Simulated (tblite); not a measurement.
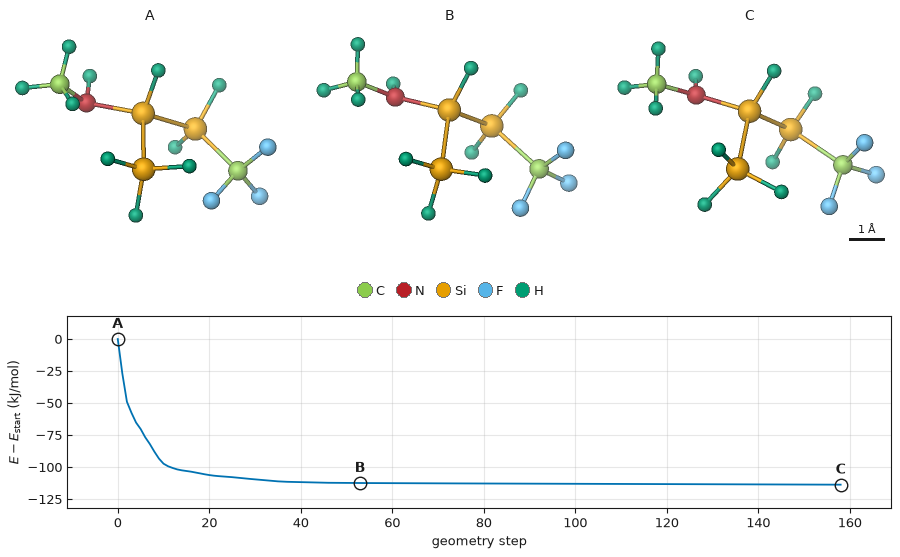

Frames of a relaxation of C$_{2}$H$_{10}$F$_{3}$NSi$_{3}$, marked on the history of the run. The picture is a ball-and-stick view, seen from a free direction.

Theory: GFN2-xTB geometry optimisation, gas phase in tblite. 

Q: Describe the path.

A: After 158 geometry steps the energy has fallen by 113.6 kJ/mol. The atom that moves furthest after the best rigid fit is an H atom (1.02 Å). By element the largest moves are H 1.02 Å, F 0.79 Å, N 0.42 Å, Si 0.31 Å, C 0.28 Å. Among the contacts that change: Si–Si 2.227 → 2.320 Å, Si–Si 2.255 → 2.334 Å, C–Si 1.882 → 1.941 Å, H–N 1.065 → 1.010 Å. Bond angles that change, for instance: C–N–Si 105.4° → 122.6°, Si–Si–H 107.4° → 121.4°, N–Si–Si 113.6° → 101.5°. Groups turn about C–Si by about 30°, Si–Si by about 20°, Si–Si by about 20°. From step 0 to 53: an F atom moves most (0.58 Å), energy −112.3 kJ/mol. From step 53 to 158: an H atom moves most (0.75 Å), energy −1.29 kJ/mol.

| step | E − E(0), kJ/mol |
| --- | --- |
| 0 | 0.00 |
| 1 | -26.97 |
| 2 | -48.94 |
| 3 | -57.60 |
| 4 | -65.19 |
| 5 | -70.20 |
| 6 | -76.65 |
| 7 | -81.86 |
| 8 | -87.86 |
| 9 | -93.29 |
| 10 | -97.25 |
| 18 | -104.83 |
| 26 | -108.13 |
| 33 | -110.45 |
| 41 | -111.76 |
| 49 | -112.24 |
| 57 | -112.40 |
| 65 | -112.52 |
| 72 | -112.62 |
| 80 | -112.72 |
| 88 | -112.84 |
| 96 | -112.97 |
| 103 | -113.04 |
| 111 | -113.10 |
| 119 | -113.20 |
| 127 | -113.32 |
| 135 | -113.36 |
| 142 | -113.44 |
| 150 | -113.57 |
| 158 | -113.63 |
